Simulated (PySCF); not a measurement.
**C2H6S (dimethyl sulfide) at CCSD(T)/cc-pVDZ**

What is the vertical singlet–triplet gap of C2H6S (dimethyl sulfide) at CCSD(T)/cc-pVDZ? The job is set up through a Python script.

The results are computed with PySCF 2.14.0.

4 further runs of the same task are left out: 4 set aside as unsound or not needed.

### 1 Starting point

C2H6S: 9 atoms, total charge 0, spin state singlet. As SMILES, `CSC`. The coordinates come from a PBE0-D4/def2-TZVP relaxation.

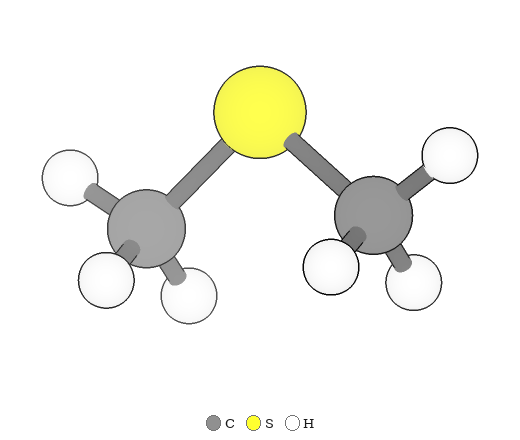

Viewed from a chosen angle; carbon grey, sulfur yellow, hydrogen white.

### 2 A single-point energy at CCSD(T)/cc-pVDZ

File input.py:

```python
from pyscf import gto, cc

mol = gto.M(
    atom='''
C   -0.474900   1.046900  -0.732500
S    0.826500  -0.185400  -0.836000
C    0.522600  -1.063400   0.700100
H   -1.461300   0.579200  -0.706700
H   -0.404700   1.666000  -1.627400
H   -0.347400   1.684100   0.145100
H   -0.474300  -1.508800   0.710500
H    1.262800  -1.861300   0.767400
H    0.639300  -0.403800   1.562500
''',
    charge=0,
    spin=0,
    verbose=3,
    basis='cc-pvdz',
    max_memory=1860,
)

mf = mol.RHF()
mf.conv_tol = 1e-10
mf.kernel()
if not mf.converged:
    mf = mf.newton().run(mf.mo_coeff, mf.mo_occ)

mycc = cc.CCSD(mf, frozen=7)
mycc.kernel()
e_t = mycc.ccsd_t()
energy = mycc.e_tot + e_t
print('E = %.10f Eh' % energy)
```

Started as:

```console
OMP_NUM_THREADS=1 python input.py
```

Output:

```text
converged SCF energy = -476.758321600591
E(CCSD) = -477.2346373085591  E_corr = -0.476315707968144
CCSD(T) correction = -0.0132740229924605
E = -477.2479113316 Eh
```

It took 14 s on 1 thread of Arm Neoverse V1, shared host; peak memory 0.3 GiB.

### 3 The triplet

File job.py:

```python
from pyscf import gto, scf, cc

mol = gto.Mole()
mol.atom = [
    ('C', (-0.474900, 1.046900, -0.732500)),
    ('S', (0.826500, -0.185400, -0.836000)),
    ('C', (0.522600, -1.063400, 0.700100)),
    ('H', (-1.461300, 0.579200, -0.706700)),
    ('H', (-0.404700, 1.666000, -1.627400)),
    ('H', (-0.347400, 1.684100, 0.145100)),
    ('H', (-0.474300, -1.508800, 0.710500)),
    ('H', (1.262800, -1.861300, 0.767400)),
    ('H', (0.639300, -0.403800, 1.562500)),
]
mol.basis = 'cc-pvdz'
mol.verbose = 4
mol.max_memory = 1860
mol.spin = 2
mol.build()

mf = scf.UHF(mol)
mf.conv_tol = 1e-10
mf.kernel()
if not mf.converged:
    mf = mf.newton().run(mf.mo_coeff, mf.mo_occ)

mycc = cc.CCSD(mf, frozen=7)
mycc.kernel()
e_t = mycc.ccsd_t()
e_final = mycc.e_tot + e_t
print('E = %.10f Eh' % e_final)
```

Started as:

```console
OMP_NUM_THREADS=1 python job.py
```

Output:

```text
PySCF version 2.14.0

[... 44 lines left out ...]
WARN: HOMO 0.0870737957091969 >= LUMO -0.247651141085368
[... 54 lines left out ...]
converged SCF energy = -476.556254813697  <S^2> = 2.0178077  2S+1 = 3.0118484
[... 12 lines left out ...]
Init t2, MP2 energy = -0.41987590603303
[... 16 lines left out ...]
UCCSD converged
[... 2 lines left out ...]
E = -477.0393039512 Eh
```

Run time: 73 s. Hardware: 1 thread of Arm Neoverse V1, shared host; peak memory 1 GiB.

### 4 Results

Level: CCSD(T)/cc-pVDZ, 7 core orbitals frozen.

| quantity | value |
| --- | --- |
| singlet: total energy | -477.24791 Eh |
| singlet: dipole moment (Hartree–Fock density) | 1.64 D |
| singlet: HOMO energy (Hartree–Fock orbitals) | -9.04 eV |
| singlet: LUMO energy (Hartree–Fock orbitals) | 4.86 eV |
| singlet: HOMO–LUMO gap (Hartree–Fock orbitals) | 13.90 eV |
| singlet: correlation energy (7 core orbitals frozen) | -489.6 mEh |
| singlet: (T) correction | -13.27 mEh |
| singlet: T1 diagnostic | 0.008 |
| triplet: total energy | -477.03930 Eh |
| triplet: dipole moment (Hartree–Fock density) | 1.14 D |
| triplet: HOMO energy (Hartree–Fock orbitals) (highest over α and β) | -3.10 eV |
| triplet: LUMO energy (Hartree–Fock orbitals) (lowest over α and β) | 0.63 eV |
| triplet: correlation energy (7 core orbitals frozen) | -483.0 mEh |
| triplet: (T) correction | -14.02 mEh |
| triplet: ⟨S²⟩ of the reference determinant | 2.018 |
| triplet: T1 diagnostic | 0.015 |
| vertical energy of the triplet above the singlet | 5.676 eV |

What this shows: At this shape the triplet lies 5.68 eV (131 kcal/mol) above the singlet. The triples (singlet) make up 2.7 % of the correlation energy. The triples (triplet) make up 2.9 % of the correlation energy.
